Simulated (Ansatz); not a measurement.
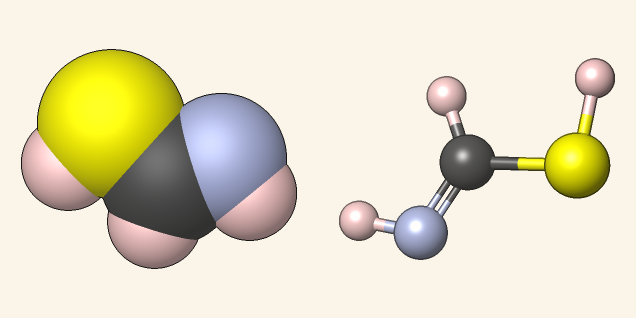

The same structure drawn twice, from different directions. Colours: nitrogen light blue, carbon dark grey, sulfur yellow, hydrogen pink.

Computed geometry: PBE0-D4/def2-TZVP optimisation.

> Count the atoms of each element.

CH3NS, 6 atoms: 1 carbon, 3 hydrogen, 1 nitrogen and 1 sulfur.

> Which point group does it belong to?

Cs.

> Count the bonded pairs by element.

1 C–N, 1 C–S, 1 N–H, 1 C–H, 1 S–H.

> What is its SMILES?

[H]/N=C/S

> How many atoms are distinct by symmetry?

6: 1 N, 1 C, 1 S, 1 H, 1 H, 1 H.

The parts below concern this one geometry. Atoms keep their numbers from picture to picture.

**Geometry**

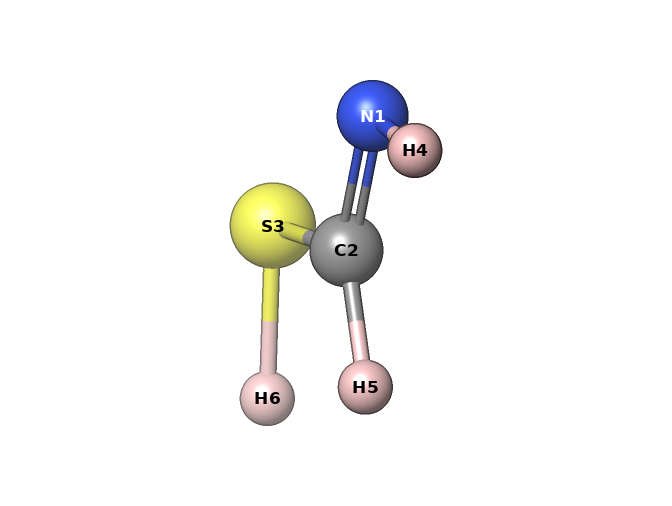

S3 lies behind C2. The molecule seen a little off the C2–S3 bond, C2 in front. Depth is shown by fading: the farther an atom, the more it takes the colour of the background.

> What is the torsion angle N1–C2–S3–H6? The sign is positive where the front bond must turn clockwise to cover the back bond.

180°, antiperiplanar (anti).

**Levels of theory compared**

Program: Ansatz 0.2.0.

Compare HOMO energy (eV), vertical IP (eV) at these levels: B3LYP-D4/def2-TZVPP; PBE-D4/def2-TZVPP; PBE0-D4/def2-TZVPP; r2SCAN-D4/def2-TZVPP; ωB97M-V/def2-TZVPP; ωB97X-V/def2-TZVPP.

```
               level  HOMO energy (eV)  vertical IP (eV)
 B3LYP-D4/def2-TZVPP             −7.13              9.74
   PBE-D4/def2-TZVPP             −6.21              9.65
  PBE0-D4/def2-TZVPP             −7.36              9.70
r2SCAN-D4/def2-TZVPP             −6.45              9.65
  ωB97M-V/def2-TZVPP             −9.50              9.76
  ωB97X-V/def2-TZVPP             −9.65              9.77
```

**Dipole moment**

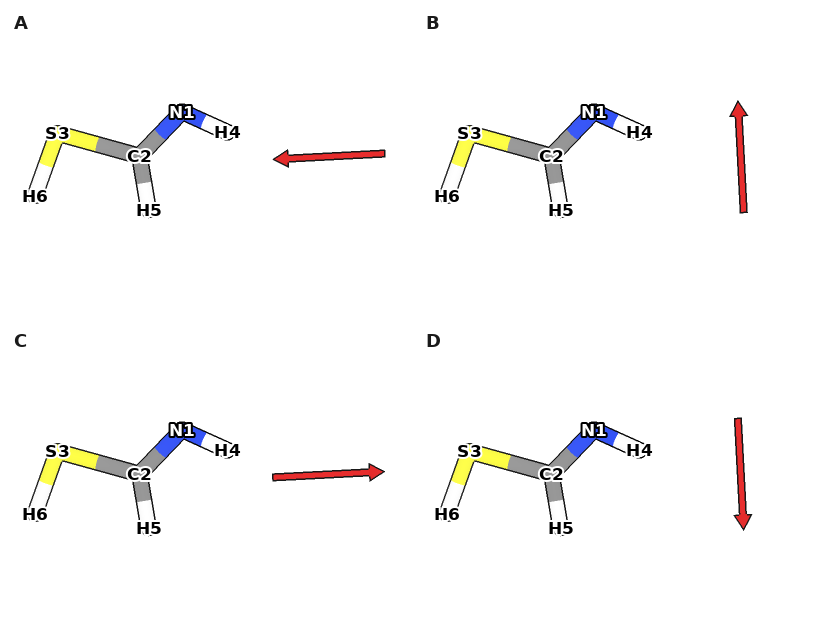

The same molecule four times, each with an arrow. Level of theory: RKS PBE0-D4/def2-TZVP (Ansatz 0.2.0).

> Which arrow points along the dipole moment, from the negative to the positive end?

D. The dipole moment is 2.95 D; it points from the side of N1 to the side of H5 (the outermost atoms at the two ends).

**Vibrations**

Harmonic vibrations computed with RKS PBE0-D4/def2-TZVP (Ansatz 0.2.0) at a stationary point of the same level.

> List the wavenumbers.

12 modes: 284, 415, 731, 748, 970, 1059, 1179, 1377, 1692, 2722, 3064, 3513 cm⁻¹.
